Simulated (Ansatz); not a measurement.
# C3H9AlO3: how energies converge with the basis set

Aim: see how fast density functionals converge with the basis set for C3H9AlO3.

Computed with Ansatz 0.2.0, Gaussian basis. Level: one geometry, several basis sets.

The runs, in order: PBE0-D4/def2-SVP; ωB97M-V/def2-SVP; PBE0-D4/def2-QZVPP; ωB97M-V/def2-QZVPP; the functionals' def2-TZVPP values are taken from earlier runs.

## (1) The geometry

All runs share one geometry, relaxed beforehand with PBE0-D4 in a triple-zeta def2 set.

16 atoms, charge 0, spin multiplicity 1.

Atoms are counted from 1 here; the program's logs count them from 0.

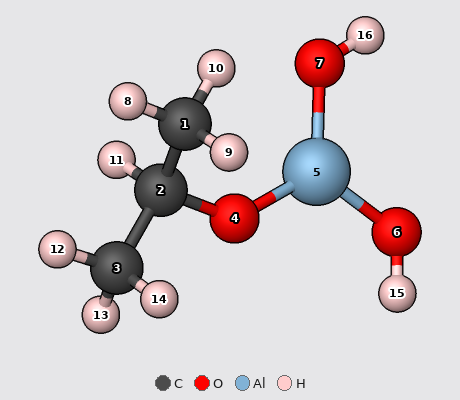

The geometry (carbon dark grey, oxygen red, aluminium light blue, hydrogen pink); atoms are numbered from 1 in the order of the file.

## (2) PBE0-D4 in def2-SVP

Input file in.yaml:

```yaml
crystal:
  periodic: [false, false, false]
  atoms:
    - {symbol: C, position_ang: [0.220458, -1.393790, 0.847275]}
    - {symbol: C, position_ang: [-0.227780, -0.769387, -0.460593]}
    - {symbol: C, position_ang: [0.485833, -1.371485, -1.653487]}
    - {symbol: O, position_ang: [0.004638, 0.621573, -0.458582]}
    - {symbol: Al, position_ang: [-0.353565, 1.905904, 0.560276]}
    - {symbol: O, position_ang: [0.206416, 3.459759, 0.201728]}
    - {symbol: O, position_ang: [-1.287100, 1.663046, 1.949091]}
    - {symbol: H, position_ang: [0.027290, -2.469384, 0.852747]}
    - {symbol: H, position_ang: [1.294384, -1.239220, 0.988118]}
    - {symbol: H, position_ang: [-0.311774, -0.948403, 1.691581]}
    - {symbol: H, position_ang: [-1.307185, -0.944441, -0.575800]}
    - {symbol: H, position_ang: [0.290985, -2.444344, -1.723399]}
    - {symbol: H, position_ang: [0.151036, -0.896903, -2.577623]}
    - {symbol: H, position_ang: [1.564636, -1.219847, -1.561722]}
    - {symbol: H, position_ang: [0.734907, 3.643741, -0.572804]}
    - {symbol: H, position_ang: [-1.516279, 2.380480, 2.537495]}
basis:
  gaussian: {orbitals: def2-SVP}
hamiltonian: {xc: pbe0, dispersion: d4}
output: {orbitals: {seedname: orbitals}}
```

Command:

```sh
$ ansatz run in.yaml --threads 4 --pin off --events-out ev --progress --plain --max-ram 11315MiB
```

The log of the run:

```text
Functional definition: PBE0
  name "PBE0"
  cite "Adamo & Barone, J. Chem. Phys. 110, 6158 (1999) doi:10.1063/1.478522"
  cite "Perdew, Burke & Ernzerhof, Phys. Rev. Lett. 77, 3865 (1996) doi:10.1103/PhysRevLett.77.3865"
  parent pbe
  parameter a = 0.25
  parameter kappa = 0.804
  parameter beta = 0.06672455060314922
  exchange = (1 - a)*pbe_x(kappa = kappa, mu = beta*pi^2/3) + a*exact_x
  correlation = pbe_c(beta = beta)
1651 factors; their error is unknown
mean field evaluation 1: about -15961.7499 eV, gradient 9.0e1 eV
mean field evaluation 2: about -15947.0525 eV, gradient 1.3e2 eV
mean field evaluation 4: about -15977.4370 eV, gradient 3.7e0 eV
mean field evaluation 8: about -15977.4650 eV, gradient 6.6e-2 eV
mean field evaluation 16: about -15977.5576 eV, gradient 5.6e-5 eV
mean field -15977.55764262 eV, -587.1644133887 hartree, gradient 5.6e-5 eV, S^2 0.000000; 0 other end points of the search recorded, 0 dependent functions left out
reference -15977.55767573 eV, -587.1644146056 hartree; 32, 32 occupied and 115, 115 virtual orbitals, 1651 factors
Total energy: -15977.83818260 eV, -587.1747230427 hartree
```

Run time: 2.1 s. Hardware: 4 threads of Arm Neoverse V1, shared host.

## (3) ωB97M-V in def2-SVP

Edit in.yaml of step 2 so:

```diff
@@ -21,3 +21,3 @@
   gaussian: {orbitals: def2-SVP}
-hamiltonian: {xc: pbe0, dispersion: d4}
+hamiltonian: {xc: {name: wB97M-V}}
 output: {orbitals: {seedname: orbitals}}
```

Same command.

The log of the run, shortened:

```text
Functional definition: wB97M-V
  name "wB97M-V"
  cite "Mardirossian & Head-Gordon, J. Chem. Phys. 144, 214110 (2016) doi:10.1063/1.4952647"
  cite "Becke, J. Chem. Phys. 107, 8554 (1997) doi:10.1063/1.475007"
  cite "Vydrov & Van Voorhis, J. Chem. Phys. 133, 244103 (2010) doi:10.1063/1.3521275"
  # Of w^i u^j: cxij and so on, Table III.
[...]
  gx(w, u) = 1 - cx + cx01*u + cx10*w
  gss(w, u) = css00 + css04*u^4 + css10*w + css20*w^2 + css43*w^4*u^3
  gos(w, u) = cos00 + cos10*w + (cos20 + cos21*u)*w^2 + (cos60 + cos61*u)*w^6
[...]
      + integral(e_c_pw_mod_opposite_spin*gos(b97_w_opposite, b97_u_opposite)) + vv10(b, c)
1632 factors; their error is unknown
400 factors; integrals over basis functions are off by at most 7.7e-6 eV
[...]
mean field -15986.98065988 eV, -587.5107028860 hartree, gradient 2.7e-5 eV, S^2 0.000000; 0 other end points of the search recorded, 0 dependent functions left out
reference -15986.98071485 eV, -587.5107049061 hartree; 32, 32 occupied and 115, 115 virtual orbitals, 1632 factors
Total energy: -15986.98071485 eV, -587.5107049061 hartree
```

Wall time 8.5 s (4 threads of Arm Neoverse V1, shared host).

## (4) PBE0-D4 in def2-QZVPP

Edit in.yaml of step 3 so:

```diff
@@ -20,4 +20,4 @@
 basis:
-  gaussian: {orbitals: def2-SVP}
-hamiltonian: {xc: {name: wB97M-V}}
+  gaussian: {orbitals: "def2-QZVPP.json"}
+hamiltonian: {xc: pbe0, dispersion: d4}
 output: {orbitals: {seedname: orbitals}}
```

The command is unchanged.

The log of the run:

```text
Functional definition: PBE0
  name "PBE0"
  cite "Adamo & Barone, J. Chem. Phys. 110, 6158 (1999) doi:10.1063/1.478522"
  cite "Perdew, Burke & Ernzerhof, Phys. Rev. Lett. 77, 3865 (1996) doi:10.1103/PhysRevLett.77.3865"
  parent pbe
  parameter a = 0.25
  parameter kappa = 0.804
  parameter beta = 0.06672455060314922
  exchange = (1 - a)*pbe_x(kappa = kappa, mu = beta*pi^2/3) + a*exact_x
  correlation = pbe_c(beta = beta)
2030 factors; their error is unknown
mean field evaluation 1: about -15970.9737 eV, gradient 1.1e2 eV
mean field evaluation 2: about -15942.4942 eV, gradient 1.6e2 eV
mean field evaluation 4: about -15991.9206 eV, gradient 7.5e0 eV
mean field evaluation 8: about -15992.0329 eV, gradient 2.7e-1 eV
mean field evaluation 16: about -15992.0363 eV, gradient 7.7e-5 eV
mean field -15992.03632127 eV, -587.6964950150 hartree, gradient 3.3e-5 eV, S^2 0.000000; 0 other end points of the search recorded, 0 dependent functions left out
reference -15992.03637174 eV, -587.6964968700 hartree; 32, 32 occupied and 650, 650 virtual orbitals, 2030 factors
Total energy: -15992.31687861 eV, -587.7068053071 hartree
```

It took 22 s on 4 threads of Arm Neoverse V1, shared host; peak memory 3.2 GiB.

## (5) ωB97M-V in def2-QZVPP

Edit in.yaml of step 4 so:

```diff
@@ -21,3 +21,3 @@
   gaussian: {orbitals: "def2-QZVPP.json"}
-hamiltonian: {xc: pbe0, dispersion: d4}
+hamiltonian: {xc: {name: wB97M-V}}
 output: {orbitals: {seedname: orbitals}}
```

Same command.

The log of the run, shortened:

```text
Functional definition: wB97M-V
  name "wB97M-V"
  cite "Mardirossian & Head-Gordon, J. Chem. Phys. 144, 214110 (2016) doi:10.1063/1.4952647"
  cite "Becke, J. Chem. Phys. 107, 8554 (1997) doi:10.1063/1.475007"
  cite "Vydrov & Van Voorhis, J. Chem. Phys. 133, 244103 (2010) doi:10.1063/1.3521275"
  # Of w^i u^j: cxij and so on, Table III.
[...]
  gx(w, u) = 1 - cx + cx01*u + cx10*w
  gss(w, u) = css00 + css04*u^4 + css10*w + css20*w^2 + css43*w^4*u^3
  gos(w, u) = cos00 + cos10*w + (cos20 + cos21*u)*w^2 + (cos60 + cos61*u)*w^6
[...]
      + integral(e_c_pw_mod_opposite_spin*gos(b97_w_opposite, b97_u_opposite)) + vv10(b, c)
1987 factors; their error is unknown
556 factors; integrals over basis functions are off by at most 1.1e-5 eV
[...]
mean field -16001.78741480 eV, -588.0548410930 hartree, gradient 3.5e-5 eV, S^2 0.000000; 0 other end points of the search recorded, 0 dependent functions left out
reference -16001.78749747 eV, -588.0548441307 hartree; 32, 32 occupied and 650, 650 virtual orbitals, 1987 factors
Total energy: -16001.78749747 eV, -588.0548441307 hartree
```

It took 42 s on 4 threads of Arm Neoverse V1, shared host; peak memory 3.9 GiB.

## (6) Functionals by basis

The def2-TZVPP values come from earlier runs at the same geometry.

```
functional       basis  functions  energy (eV)  from the largest (eV)  HOMO (eV)  LUMO (eV)
   PBE0-D4    def2-SVP        147  -15977.8382                 14.479      -7.78      -0.01
   PBE0-D4  def2-TZVPP        354  -15991.5402                  0.777      -7.94      -0.29
   PBE0-D4  def2-QZVPP        682  -15992.3169                  0.000      -7.98      -0.55
   ωB97M-V    def2-SVP        147  -15986.9807                 14.807     -10.16       1.58
   ωB97M-V  def2-TZVPP        354  -16001.0464                  0.741     -10.35       1.24
   ωB97M-V  def2-QZVPP        682  -16001.7875                  0.000     -10.39       0.73
```

## (7) Summary of results

| quantity | value |
| --- | --- |
| PBE0-D4: double and triple zeta above quadruple | 14.48, 0.78 eV |
| ωB97M-V: double and triple zeta above quadruple | 14.81, 0.74 eV |

**Reading.** For PBE0-D4 the step from double to triple zeta gains 13.70 eV and the next only 0.78 eV. These are total energies; as a rule much of such shifts cancels in differences, which this series doesn't test. The LUMO of ωB97M-V is positive and keeps falling with the basis (1.58 to 0.73 eV): an unbound level that the basis holds in place.

For PBE0-D4 the largest set took about 10 times as long as the smallest (22 s against 2.1 s).
